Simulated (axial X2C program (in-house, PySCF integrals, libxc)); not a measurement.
**Relativistic diatomic calculation, with input and output: BaCl⁺**

System: BaCl⁺. The reference is closed-shell BaCl⁺; the roots are vertical excitation energies. The distance is the PBE0 minimum at charge 1.
Method: EOM-EE-CCSD, two-component X2C with atomic mean-field Coulomb and Gaunt terms, Ba dyall-acv3z, Cl dyall-av3z (cores contracted) (axial X2C program (in-house, PySCF integrals, libxc)).

Input:
```
{"zs": [56, 17], "q": 1, "bas": ["dyall-acv3z", "dyall-av3z"], "r0": 2.95, "eom": "ee", "thr": -2.0, "nmax": 88}
```

The line is the task of a batch: nuclear charges, charge, bases, a first guess of the distance and further settings. This report covers the levels named above. The log is that of the reference distance 2.582 Å.

Launched within a batch (the task file carries these settings):
```bash
python <driver script> task.json out
```

Log:
```
two-component X2C + atomic mean field  HF
basis functions 223  fitting functions 1127  grid points 5082
iter        total energy     max residual
   1      -8589.127034927     4.66e-01
   2      -8589.150876511     7.02e-03
   3      -8589.151366011     1.06e-02
   4      -8589.151428386     9.84e-04
   5      -8589.151430095     1.83e-04
   6      -8589.151430181     5.71e-05
   7      -8589.151430193     1.99e-05
   8      -8589.151430194     4.64e-06
   9      -8589.151430195     1.18e-06
converged
one-electron -12105.79643763  Coulomb 3551.42871853  exact exchange -224.55765204  xc functional 0.00000000  nuclear repulsion 195.11103981  atomic mean-field constant -5.33709887
correlated 16  virtual 328  natural virtual 88  E(MP2) -0.386790828  MP2 remainder -0.078550191
iter   CCSD correlation   residual
   1     -0.325284181   9.34e-02
   2     -0.330253885   3.39e-02
   3     -0.331669773   1.38e-02
   4     -0.331718447   4.26e-03
   5     -0.331721678   1.54e-03
   6     -0.331724008   5.28e-04
   7     -0.331724098   1.69e-04
   8     -0.331724531   5.71e-05
   9     -0.331724661   2.34e-05
  10     -0.331724448   8.87e-06
  11     -0.331724409   2.97e-06
  12     -0.331724376   1.13e-06
  13     -0.331724372   4.56e-07
(T) -0.009206094685204298  T1 0.0155  D1 0.0248  max T2 0.035
EOM-EE-CCSD roots
2*Omega      energy/Eh   energy/eV  one-particle weight
    0       0.20458722      5.5671      0.931
    0       0.20505109      5.5797      0.931
    0       0.20697437      5.6321      0.931
    0       0.20841000      5.6711      0.930
    0       0.23768053      6.4676      0.928  not converged
    2       0.20325689      5.5309      0.930
    2       0.20529626      5.5864      0.931
    2       0.20754647      5.6476      0.930
    2       0.23785610      6.4724      0.933
    4       0.20267073      5.5150      0.931
    4       0.23899019      6.5033      0.928  not converged
    4       0.24124717      6.5647      0.929  not converged
    6       0.24013089      6.5343      0.926
```

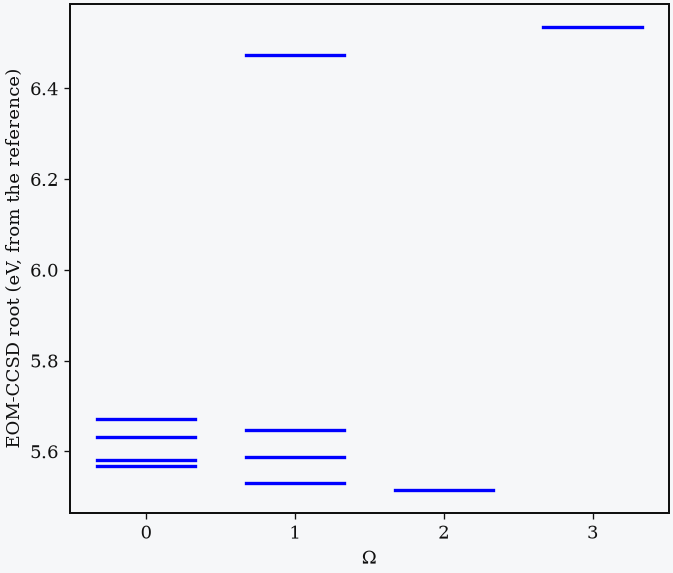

EOM-CCSD roots by Ω at 2.58 Å. The lowest has Ω = 2 and lies at 5.515 eV, with one-particle weight 0.93.

Key numbers:

- outcome: converged
- HF energy of the reference BaCl⁺: −8589.15143 hartree
- MP2 energy of the reference BaCl⁺: −8589.53822 hartree
- CCSD energy of the reference BaCl⁺ (with the MP2 share of the virtual spinors left out of the coupled-cluster step): −8589.56170 hartree
- CCSD(T) energy of the reference BaCl⁺: −8589.57091 hartree
- T1 diagnostic (spinor form; for a closed shell √2 times the usual value): 0.015
- hardware: 1 thread of Intel Xeon @ 2.50GHz (Skylake/Cascade Lake), 16 GiB of memory available, shared host
- wall time: 2.3 min
- peak memory: 1 GiB

Notes:

To bear in mind: some roots did not converge.
